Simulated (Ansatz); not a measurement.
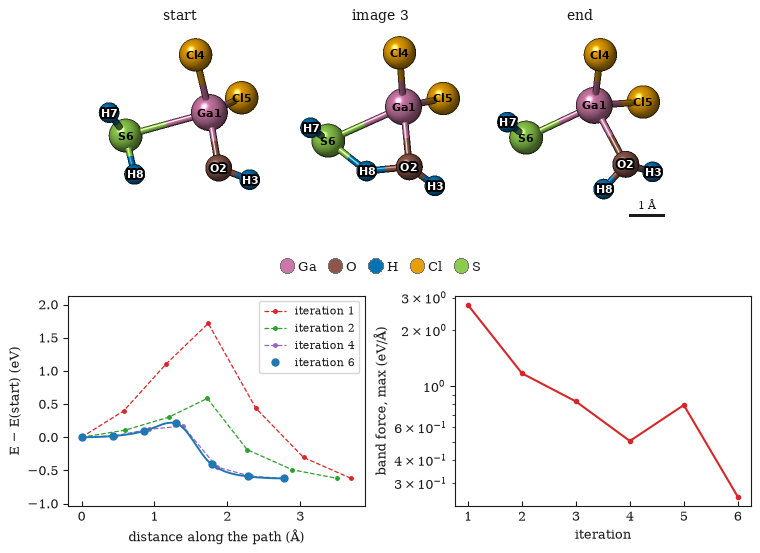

A nudged-elastic-band calculation for GaH$_{3}$SOCl$_{2}$. Images are numbered from 0 (start) to 6 (end). The plot follows the band through its iterations. The picture is a ball-and-stick view, seen face on.

Computed with RKS B3LYP-D4/def2-SVP in Ansatz. Settings: 5 movable images; climbing image; force threshold 0.5 eV/Å; iteration limit 60; starting path through a guess of the saddle point.

**How did the profile develop, and is the result final?**

The run met only a loose threshold, so the barrier can't be trusted yet. The band converged in 6 iterations. The largest component of the band force went from 2.7 to 0.25 eV/Å. The climbing image converged on the top of the path. Its curvatures weren't checked. The force threshold is so loose that the height of the top is at best an upper bound. The first iteration put the highest image at 1.72 eV. The energy climbs by 0.21 eV to image 3 and then falls by 0.83 eV, so the end point sits at −0.62 eV.

The run took 76 s on 4 threads of Arm Neoverse V1, with other jobs on the host, peak memory 0.33 GiB.
